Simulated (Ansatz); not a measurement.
A series of calculations on CH$_{4}$BFSi

### Relaxation

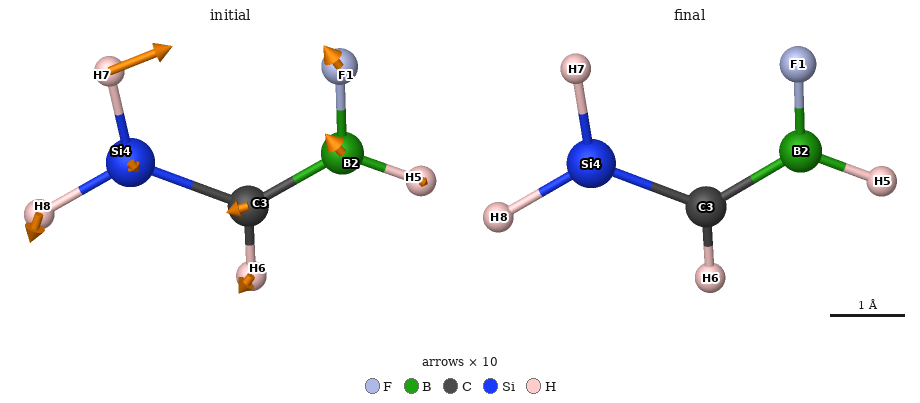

The structure of CH₄BFSi before (left) and after (right) a relaxation, at one scale. The orange arrows give the displacements, magnified 10 times.

A ball-and-stick model, seen at a tilt.

The run prepares an end point of a later path (torsion) calculation, from a guessed geometry.

Level of theory: Ansatz, RKS PBE-D4/def2-SVP. (no spin polarisation; force threshold 0.015 eV/Å; at most 40 steps)

Question: What changed between the two?

Answer: H7 moves most after the best rigid fit: 0.094 Å. Largest moves by element: H 0.094 Å, F 0.041 Å, B 0.040 Å, C 0.032 Å, Si 0.019 Å. Among the contacts that change: B2–H5 1.177 → 1.222 Å, C3–Si4 1.775 → 1.735 Å, Si4–H7 1.458 → 1.495 Å, Si4–H8 1.463 → 1.499 Å. Bond angles that change, for instance: H7–Si4–H8 109.8° → 113.5°, C3–Si4–H7 125.9° → 123.0°, C3–B2–H5 125.4° → 123.2°. After 4 accepted moves (5 points after the start) the energy has fallen by 10.1 kJ/mol. The largest force component goes from 1.2 to 0.0072 eV/Å. The line search rejected the trial step at point 4 of the run. Cost: 13 s on 1 thread of Arm Neoverse V2 (shared host), peak memory 0.14 GiB.

### Relaxation

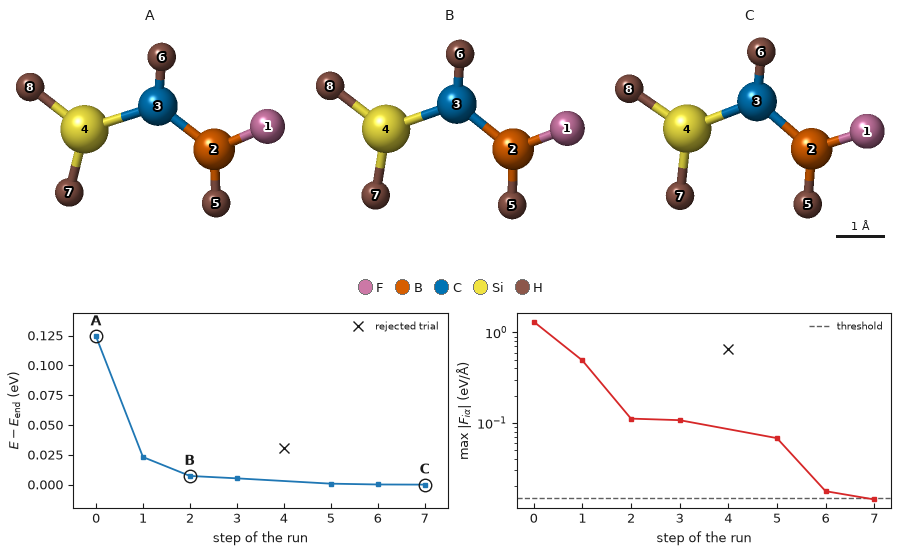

Frames of a relaxation of CH$_{4}$BFSi, marked on the history of the run. The picture is a ball-and-stick view, seen at a tilt.

The run prepares an end point of a later path (torsion) calculation, from a guessed geometry.

These are results of Ansatz, RKS PBE-D4/def2-SVP, not measurements.

The input:
```yaml
crystal:
  periodic: [false, false, false]
  atoms:
    - { symbol: F, position_ang: [-0.9147, 1.78441, 0.52813] }
    - { symbol: B, position_ang: [-0.19465, 1.36637, -0.53029] }
    - { symbol: C, position_ang: [0.3216, -0.04939, -0.56206] }
    - { symbol: Si, position_ang: [1.28259, -0.74118, -1.88461] }
    - { symbol: H, position_ang: [-0.02364, 2.17274, -1.36989] }
    - { symbol: H, position_ang: [0.09969, -0.70523, 0.2734] }
    - { symbol: H, position_ang: [1.69241, -0.04418, -3.09776] }
    - { symbol: H, position_ang: [1.78122, -2.11674, -1.91206] }
basis:
  gaussian: { orbitals: def2-SVP }
hamiltonian:
  xc: pbe
  dispersion: d4
relax:
  f_tol: 0.015
  max_steps: 40
```

Launched with:
```bash
ansatz run input.yaml --threads 1 --pin off --max-ram 2048MiB --backend cpu --events-out ev --progress --plain --runs-dir out
```

Q: What happens along the run?

A: The energy falls by 0.124 eV in 6 accepted moves (7 points after the start). Largest force component: 1.3 eV/Å at the start, 0.014 eV/Å at the end. The line search rejected the trial step at point 4 of the run. H7 moves most after the best rigid fit: 0.25 Å. Largest moves by element: H 0.25 Å, F 0.11 Å, C 0.10 Å, Si 0.06 Å, B 0.06 Å. Near-neighbour distances that change, for instance: B2–H5 1.177 → 1.225 Å, C3–Si4 1.775 → 1.733 Å, Si4–H7 1.458 → 1.495 Å, B2–C3 1.507 → 1.531 Å. Bond angles that change, for instance: B2–C3–Si4 124.6° → 117.6°, C3–Si4–H7 125.9° → 121.7°, H7–Si4–H8 109.8° → 113.7°. From step 0 to 2: H7 moves most (0.15 Å), energy −0.117 eV. From step 2 to 7: H5 moves most (0.10 Å), energy −0.007 eV.

```csv
step,"E − E(0), eV","largest force component, eV/Å",note
0,0.0000,1.3157,
1,-0.1011,0.4912,
2,-0.1169,0.1119,
3,-0.1189,0.1076,
4,-0.0933,0.6626,rejected
5,-0.1234,0.0682,
6,-0.1241,0.0177,
7,-0.1242,0.0143,
```

### Path

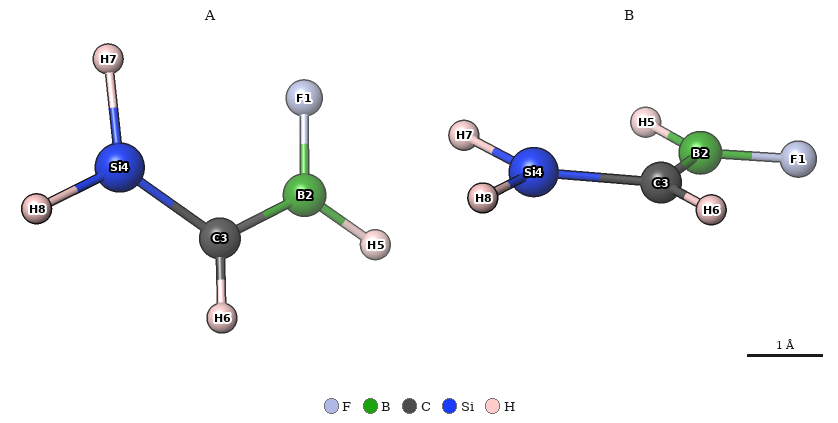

The two relaxed end points of a path for CH₄BFSi. Style: ball-and-stick. Shown at a tilt.

Level of theory: RKS PBE-D4/def2-SVP in Ansatz.

Run with 7 movable images; climbing image; force threshold 0.05 eV/Å; iteration limit 60.

Start:
```xyz
8

F    -0.9311    1.7757    0.5645
B    -0.2096    1.3555   -0.4951
C     0.3289   -0.0800   -0.5558
Si    0.0582   -1.2441    0.7018
H    -0.0216    2.1795   -1.3780
H     0.9169   -0.3998   -1.4333
H    -0.7208   -0.9384    1.9404
H     0.5791   -2.6485    0.6555
```

End:
```xyz
8

F    -0.0736    2.2667   -1.3456
B    -0.2439    1.3177   -0.4071
C     0.3463   -0.0832   -0.5860
Si    0.0705   -1.2389    0.6755
H    -0.8902    1.6411    0.5817
H     0.9285   -0.3598   -1.4822
H    -0.7127   -0.8934    1.9015
H     0.5750   -2.6502    0.6622
```

### Predict the minimum-energy path and its barrier.

Forward barrier 0.36 eV, backward barrier 0.41 eV, with image 4 at the top; the reaction energy is −0.05 eV. The motion is a rotation about the B2–C3 bond by about 180°. No bond forms or breaks between the ends. Among the angles between lasting bonds that change up to the highest image: B2–C3–Si4 123.0° → 127.5°, Si4–C3–H6 117.7° → 115.4°. The band converged in 8 iterations. The largest component of the band force went from 38 to 0.025 eV/Å. The climbing image converged on the top of the path. Its vibrational analysis gives one imaginary mode (258i cm⁻¹), as a transition state must have.

Energies of the converged images:

```csv
image,path (Å),E (eV)
0,0.00,0.000
1,0.55,0.027
2,1.10,0.123
3,1.65,0.273
4,2.20,0.358
5,2.74,0.273
6,3.28,0.113
7,3.83,-0.011
8,4.37,-0.054
```

The geometry at the top of the path:

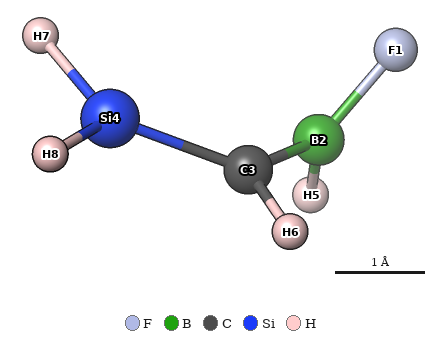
